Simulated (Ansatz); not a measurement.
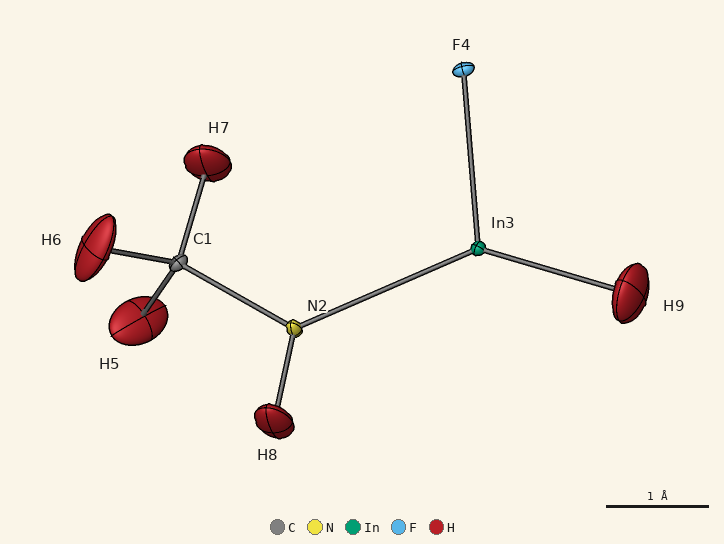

Displacement ellipsoids at the 50 % level, from the internal vibrations of the free molecule (harmonic, no overall translation or rotation; no half-axis is drawn under 0.075 Å). Vibrations computed with RKS PBE0-D4/def2-TZVP, core potentials on In (Ansatz 0.2.0). Temperature: 0 K (zero-point motion alone).

List U_eq and the three principal root-mean-square amplitudes for each kind of atom.

```csv
atom,U_eq (Å²),rms amplitudes (Å)
C1,0.0027,"0.039, 0.046, 0.066"
N2,0.0038,"0.036, 0.045, 0.090"
In3,0.00011,"0.008, 0.009, 0.013"
F4,0.0024,"0.030, 0.037, 0.071"
"H5, H6",0.0291,"0.085, 0.146, 0.243"
H7,0.0255,"0.086, 0.146, 0.219"
H8,0.0218,"0.079, 0.120, 0.212"
H9,0.0294,"0.093, 0.197, 0.202"
```
